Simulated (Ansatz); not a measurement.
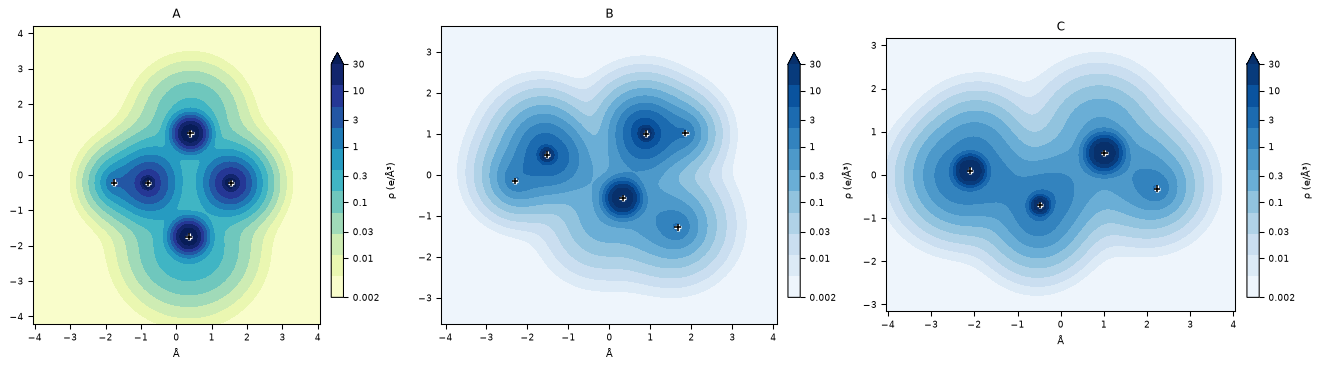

The electron density of 3 systems, each on a plane through atoms (crosses mark nuclei in the plane).

All numbers below come from RKS PBE0-D4/def2-TZVPP in Ansatz.

System 1: Al2FH3O, the plane of atoms Al2, O3 and Al4. Geometry: PBE0-D4/def2-TZVP.

```
atom    x (Å)    y (Å)    z (Å)
   F  -1.2239   0.6485   0.5665
  Al  -1.3709  -0.1618  -1.1720
   O   0.4010  -0.5738  -0.6037
  Al   0.4656   0.2295   1.0576
   H   1.0688  -1.0724  -1.0750
   H   0.4582  -0.8296   2.2330
   H   1.3812   1.5199   1.0616
```

System 2: CH7SSi (charge +1), the plane of atoms Si1, C2 and S3. Geometry: PBE0-D4/def2-TZVP.

```xyz
10

Si   -1.0980    0.2031   -0.6753
C     0.3379   -0.8170    0.0809
S     1.5381    0.1480    1.0197
H    -1.9675   -0.7463   -1.3965
H    -0.4516    1.2041   -1.5565
H    -1.7626    0.8628    0.4734
H    -0.0051   -1.5772    0.7894
H     0.9411   -1.3305   -0.6740
H     0.7043    0.8899    1.7869
H     1.7635    1.1631    0.1520
```

System 3: H4O2Si···NH3, the plane of atoms Si1, O5 and H9. The reactant side of a reaction path; geometry: PBE0-D4/def2-TZVP.

```
atom    x (Å)    y (Å)    z (Å)
  Si  -0.1120  -0.7140   0.1153
   O   1.4001  -0.5551  -0.5824
   H   0.0676  -2.1131   0.6938
   H  -1.2517  -0.9555  -0.8182
   O  -0.4745   0.0824   1.5409
   H   0.4461   1.8466  -0.1629
   N  -0.2634   1.2838  -0.6177
   H   1.9321  -1.3383  -0.4318
   H  -0.4657  -0.5226   2.2846
   H  -0.1058   1.3108  -1.6177
   H  -1.1727   1.6751  -0.4041
```

Question: Match each panel to its system.

Answer: Panel A is system 1, Al2FH3O: the plane holds F, Al, O and H. Al–F (1.81 Å): ρ is about 0.59 e/Å³ halfway. Panel B is system 3, H4O2Si···NH3: the plane holds Si, H, O and N. Si1···N7 (2.13 Å): the density falls to about 0.37 e/Å³ on the way. Panel C is system 2, CH7SSi: the plane holds Si, C, S and H. C–S (1.80 Å): ρ is about 1.3 e/Å³ halfway.
